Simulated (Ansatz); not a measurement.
# Energy landscape of Cd

6 relaxations of Cd ended in 4 distinct structures. Calculation: PBEsol (plane waves to 420 eV, PAW, scalar-relativistic; Ansatz, a quantum-chemistry and plane-wave program).

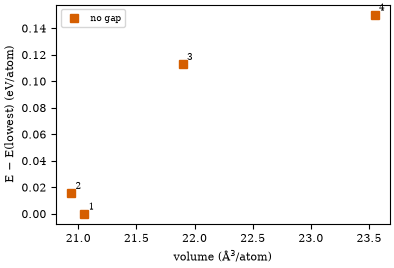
Fig. 1. Energy against volume of the distinct structures, numbered as in the table

| # | space group | Pearson | type | E − E(lowest) (eV/atom) | V (Å³/atom) | coordination | runs ending here |
|---|---|---|---|---|---|---|---|
| 1 | P6₃/mmc | hP2 | hcp (Mg type) | 0.00 | 21.05 | Cd 6+6 | 1 |
| 2 | Fm-3m | cF4 | fcc (Cu type) | 0.02 | 20.94 | Cd 12 (cuboctahedral) | 3 |
| 3 | Fd-3m | cF24 | – | 0.11 | 21.90 | – | 1 |
| 4 | I4₁/amd | tI4 | – | 0.15 | 23.55 | – | 1 |

Coordination numbers (neighbours up to the widest gap in distance over summed covalent radii, below 1.35; n+m marks a second, longer set). All are gapless at this level. P6₃/mmc, hP2, hcp (Mg type) is the lowest among the structures calculated here.

```cif
data_Cd2
_chemical_formula_sum 'Cd2'
_space_group_name_H-M_alt 'P63/mmc'
_space_group_IT_number 194
_space_group_name_Hall '-P 6c 2c'
_cell_length_a 2.94579
_cell_length_b 2.94579
_cell_length_c 5.60304
_cell_angle_alpha 90.000
_cell_angle_beta 90.000
_cell_angle_gamma 120.000
loop_
_atom_site_label
_atom_site_type_symbol
_atom_site_symmetry_multiplicity
_atom_site_Wyckoff_symbol
_atom_site_fract_x
_atom_site_fract_y
_atom_site_fract_z
_atom_site_occupancy
Cd1 Cd 2 d 0.66667 0.33333 0.25000 1
```

Each run could gain symmetry but not lose that of its start, so entries can be saddle points. From databases, or of a type measured for this composition: P6₃/mmc, hP2, hcp (Mg type); the others are generated cells (placed on structure types, drawn at random, substituted or restacked) that were not matched to a known phase here. Energies are at zero temperature and pressure, without zero-point motion. No spin polarisation in the result.
